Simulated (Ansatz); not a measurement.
Energy landscape of H2Mg, singlet: map of symmetric stretch and bend. Scanned: Mg-H bond length and H-Mg-H angle.

Method: restricted PBE/aug-cc-pVDZ (Ansatz, a program for electronic structure).

Energy in kJ/mol above the lowest grid point; x is the Mg-H bond length (Å), y the H-Mg-H angle (°).

```csv
y \ x,1.45,1.53,1.60,1.69,1.79,1.88,1.99,2.05,2.15,2.23,2.31
180,84.2,37.1,13.1,0.0,2.9,16.8,43.9,62.0,95.4,124.0,153.4
167.60,86.5,39.3,15.3,2.1,4.9,18.8,45.8,63.8,97.0,125.6,154.9
159.78,90.4,43.1,18.9,5.6,8.3,22.0,48.8,66.7,99.8,128.2,157.4
152.19,96.0,48.5,24.2,10.7,13.2,26.7,53.2,70.9,103.8,131.9,160.8
142.42,106.1,58.3,33.8,19.9,21.8,34.9,60.9,78.4,110.7,138.4,167.0
129.29,125.4,77.0,51.8,37.2,38.3,50.5,75.5,92.3,123.6,150.6,178.3
119.60,144.4,95.4,69.7,54.2,54.4,65.8,89.6,105.9,136.2,162.4,189.4
111.32,164.5,114.8,88.4,72.1,71.3,81.8,104.5,120.1,149.5,174.8,200.9
100.35,197.9,146.9,119.4,101.6,99.1,108.0,128.9,143.5,171.1,195.1,219.9
88.36,244.8,192.3,163.2,143.4,138.5,145.3,163.6,176.7,202.0,224.0,247.0
82.18,274.0,220.7,190.8,169.8,163.5,169.1,185.7,198.0,221.8,242.7,264.5
70,342.1,287.6,256.4,233.4,224.6,227.6,241.0,251.4,272.0,290.3,309.4
```

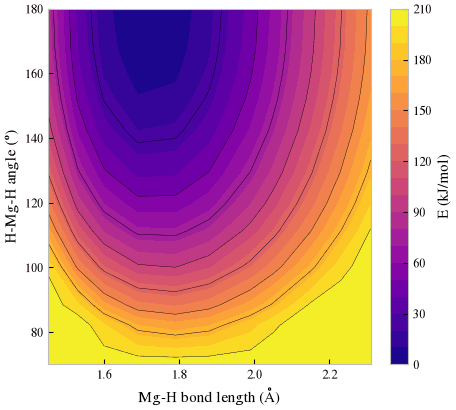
Fig. 1. Energy surface, cut off at 208 kJ/mol.

Points that lie below all their neighbours on the grid: x = 1.69, y = 180 on the edge of the grid (0.0 kJ/mol).
